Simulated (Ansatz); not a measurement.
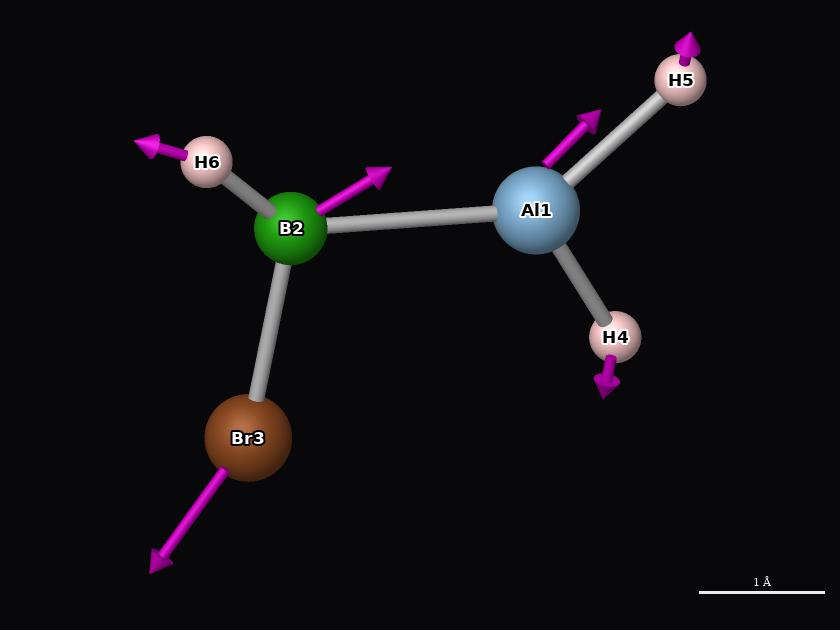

Arrows show the forces on the atoms, 0.5 Å of arrow for 1 eV/Å; forces under a tenth of the largest aren't drawn. Level of theory: PBE-D4/def2-TZVPP (Ansatz 0.2.0).

**On which atom is the force largest, and how large is it?**

On Br3: 2.12 eV/Å.

**Along which bond is the force strongest?**

B2–Br3, now 1.846 Å: the forces push its atoms apart, so a first step downhill lengthens it.

List the force components in the frame of the picture (x right, y up, z towards the viewer), in eV/Å.

```tsv
atom	Fx	Fy	Fz
Al1	0.90	0.90	−0.29
B2	1.18	0.72	0.26
Br3	−1.22	−1.69	−0.39
H4	−0.13	−0.68	−0.38
H5	0.11	0.50	0.45
H6	−0.84	0.24	0.34
```
